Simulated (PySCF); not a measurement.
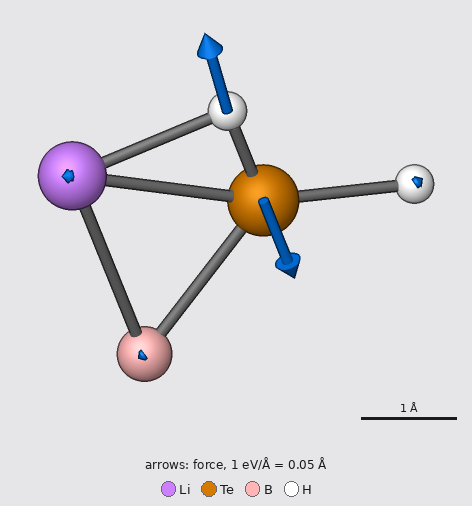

Starting geometry of LiBH$_{2}$Te with the computed forces as blue arrows. A ball-and-stick model, seen at a tilt.

It is one of the separated reactants of a reaction.

Computed with RKS PBE-D4/def2-SVP, density fitting in PySCF 2.14.0. 

Is this structure relaxed? If not, where do the atoms go?

Answer. It isn't relaxed: the largest force vector, on the Te atom, is 21.74 eV/Å. The final displacements follow the starting forces only in part (cosine between the two patterns 0.55). The largest move after the best rigid fit is that of the Te atom, 1.22 Å. Largest moves by element: Te 1.22 Å, H 1.04 Å, Li 0.55 Å, B 0.29 Å. Some distances before and after: H–Te 1.235 → 3.104 Å, Li–Te 2.248 → 2.811 Å, H–Li 1.790 → 1.643 Å, B–Te 2.090 → 2.213 Å. Bonds break, among them: H–Te (1.23 → 3.10 Å). Among the angles between lasting bonds that change: Li–Te–H 165.7° → 79.7°, Te–Li–H 33.2° → 84.0°, B–Li–H 85.6° → 132.2°. The energy falls by 130.9 kcal/mol in 36 geometry steps. The run took 110 s on 2 threads of INTEL XEON PLATINUM 8581C @ 2.10GHz, with other jobs on the host.
